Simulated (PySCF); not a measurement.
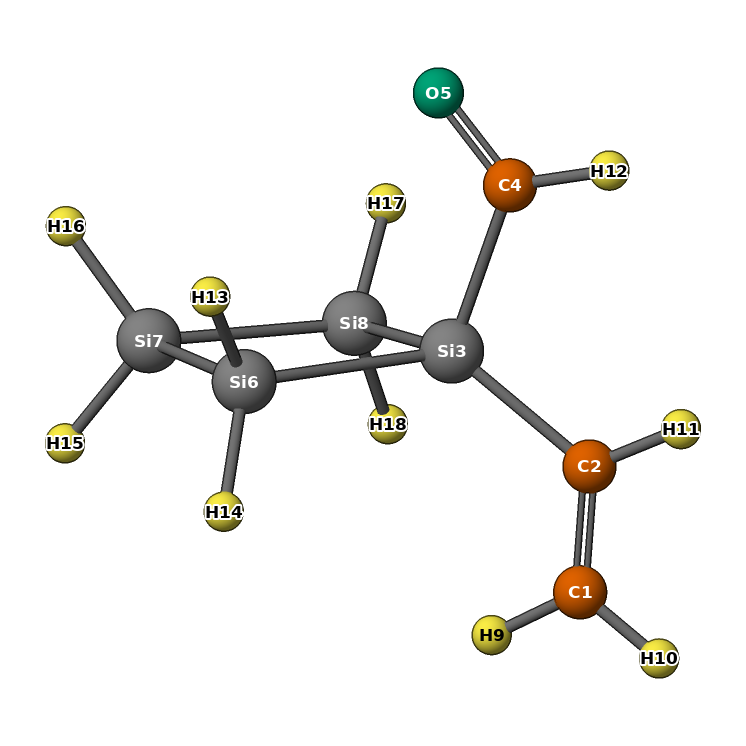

The questions are on isotropic NMR shieldings of the Si atoms. Computed geometry: GFN2-xTB optimisation. No frequency run is at hand to confirm it as a minimum. Method: GIAO PBE0/pcSseg-1 NMR shielding, non-relativistic, gas phase (PySCF 2.14.0).

Q: Which Si atom is the most shielded (lowest chemical shift)?

A: Si7 (448.3 ppm).

Q: Which Si atom is the least shielded (highest chemical shift)?

A: Si3 (386.9 ppm).

Q: How wide is the range of Si shifts?

A: 61.4 ppm.

Give the isotropic NMR shieldings of the Si atoms atom by atom.

```
atom  σ (ppm)
 Si3    386.9
 Si6    427.2
 Si7    448.3
 Si8    426.1
```

The geometry is semi-empirical. Around Si such bond lengths and angles can be off by a tenth of an ångström or more and by several degrees, and values that hang on the shape move with them.
